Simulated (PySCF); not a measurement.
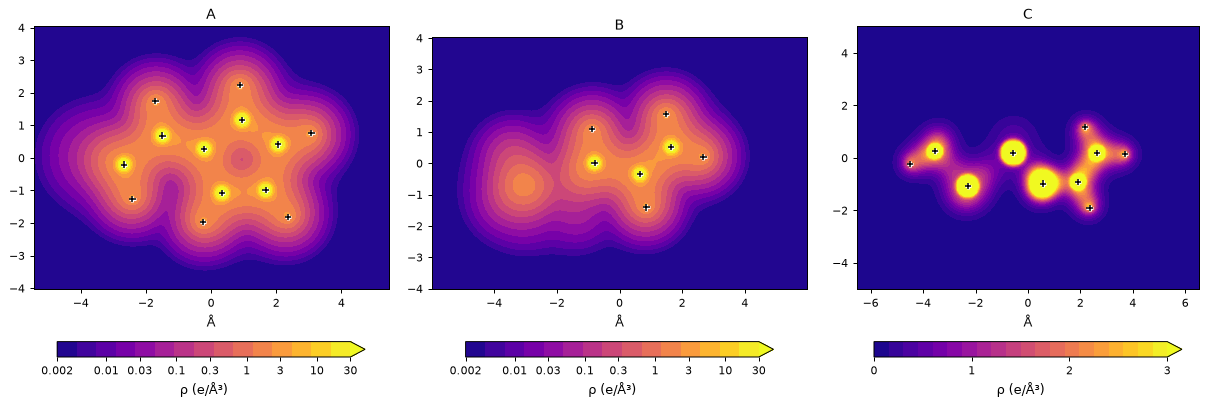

The total electron density of 3 systems, each on a plane through atoms (crosses mark nuclei in the plane).

Theory: PBE0/pcSseg-1, SCF density, gas phase, non-relativistic in PySCF 2.14.0.

System 1: C3H10O2SSi2, the plane of atoms O3, C2 and H11. Geometry: GFN2-xTB.

```xyz
18

C    -2.9705   -0.0421   -0.6105
C    -2.5394    0.8154    0.2957
O    -1.2552    1.0742    0.5936
Si    0.1222    0.3511    0.0952
O     0.4560    0.6529   -1.4741
Si    0.1795   -1.9500    0.1770
S     1.4944    1.4727    1.3179
C     3.0318    0.8279    0.5911
H    -4.0214   -0.1771   -0.7804
H    -2.2902   -0.6256   -1.2050
H    -3.2148    1.4143    0.8953
H     0.4394    1.5339   -1.8480
H     0.0205   -2.5337   -1.1586
H     1.4445   -2.4616    0.7179
H    -0.9078   -2.4785    1.0080
H     3.8424    1.4495    0.9559
H     2.9781    0.8823   -0.4912
H     3.1817   -0.1994    0.9086
```

System 2: C6H11B, the plane of atoms C2, C1 and H9. Geometry: GFN2-xTB.

```yaml
atoms:
  - { symbol: C, position_ang: [2.8882, -0.3373, -0.5864] }
  - { symbol: C, position_ang: [1.6724, 0.1655, -0.7046] }
  - { symbol: C, position_ang: [0.5030, -0.1965, 0.1486] }
  - { symbol: B, position_ang: [-0.6376, -1.0802, -0.5091] }
  - { symbol: C, position_ang: [-2.0060, -0.4947, -0.0054] }
  - { symbol: C, position_ang: [-1.6314, 0.5081, 1.0983] }
  - { symbol: C, position_ang: [-0.2504, 1.0311, 0.7035] }
  - { symbol: H, position_ang: [3.1307, -1.0629, 0.1732] }
  - { symbol: H, position_ang: [3.6919, -0.0546, -1.2453] }
  - { symbol: H, position_ang: [1.4632, 0.8926, -1.4800] }
  - { symbol: H, position_ang: [0.8723, -0.7848, 1.0006] }
  - { symbol: H, position_ang: [-0.4800, -1.9838, -1.2294] }
  - { symbol: H, position_ang: [-2.4652, 0.0447, -0.8408] }
  - { symbol: H, position_ang: [-2.7556, -1.2123, 0.3293] }
  - { symbol: H, position_ang: [-1.5642, -0.0151, 2.0546] }
  - { symbol: H, position_ang: [-2.3603, 1.3123, 1.2054] }
  - { symbol: H, position_ang: [0.2731, 1.4985, 1.5383] }
  - { symbol: H, position_ang: [-0.3529, 1.7759, -0.0890] }
```

System 3: C7H7Cl, the plane of atoms C6, C5 and H12. Geometry: GFN2-xTB.

```xyz
15

Cl   -3.4027    0.1628   -1.5144
C    -1.6577    0.0771   -1.9595
C    -0.8635    0.8064   -0.9440
C     0.0650    0.2652   -0.1417
C     0.8511    1.0007    0.8491
C     1.6957    0.1401    1.4403
C     1.4937   -1.1840    0.8690
C     0.5321   -1.1179   -0.0677
H    -1.3986   -0.9771   -2.0226
H    -1.5779    0.5484   -2.9402
H    -1.0895    1.8613   -0.8509
H     0.7385    2.0518    1.0353
H     2.4132    0.3577    2.2104
H     2.0428   -2.0574    1.1714
H     0.1535   -1.9271   -0.6621
```

Match each panel to its system.

Answer. Panel A is system 3, C7H7Cl: the plane holds C and H. C–C (1.34 Å): ρ at the midpoint is about 2.3 e/Å³. Panel B is system 2, C6H11B: the plane holds C and H. C–C (1.32 Å): ρ at the midpoint is about 2.3 e/Å³. Panel C is system 1, C3H10O2SSi2: the plane holds C, O, Si, S and H. C–C (1.32 Å): the density is about 2.4 e/Å³ at the midpoint.
